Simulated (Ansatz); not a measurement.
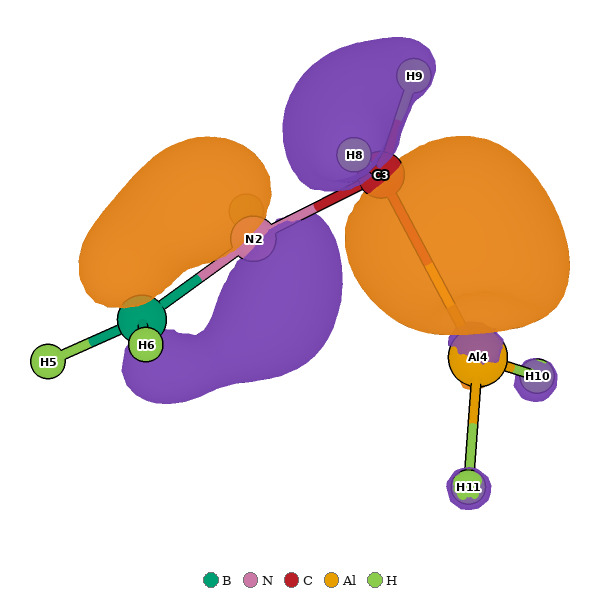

*CH₇AlBN. One frontier orbital at ±0.15 Å⁻³ᐟ² (orange and purple are the two phases), seen across its widest extent.*

The calculation used UKS B3LYP-D4/6-31G in Ansatz.

```yaml
atoms:
  - { symbol: B, position_ang: [-1.3196, 1.0012, 0.1262] }
  - { symbol: N, position_ang: [-0.0429, 0.6966, -0.3912] }
  - { symbol: C, position_ang: [1.1513, 0.1758, 0.3762] }
  - { symbol: Al, position_ang: [0.4586, -1.6203, -0.0848] }
  - { symbol: H, position_ang: [-2.1527, 1.4167, -0.6196] }
  - { symbol: H, position_ang: [-1.5290, 0.8230, 1.2868] }
  - { symbol: H, position_ang: [0.1579, 0.9126, -1.3633] }
  - { symbol: H, position_ang: [1.0807, 0.4891, 1.4175] }
  - { symbol: H, position_ang: [2.0782, 0.5414, -0.0664] }
  - { symbol: H, position_ang: [0.7538, -2.1558, -1.5673] }
  - { symbol: H, position_ang: [-0.5711, -2.3369, 0.9067] }
```

### Which orbital is it: HOMO or LUMO?

The HOMO, at −6.79 eV. By Hirshfeld shares it lies mainly on C3 (about 35 %), N2 (about 20 %), Al4 (about 20 %) and B1 (about 10 %).
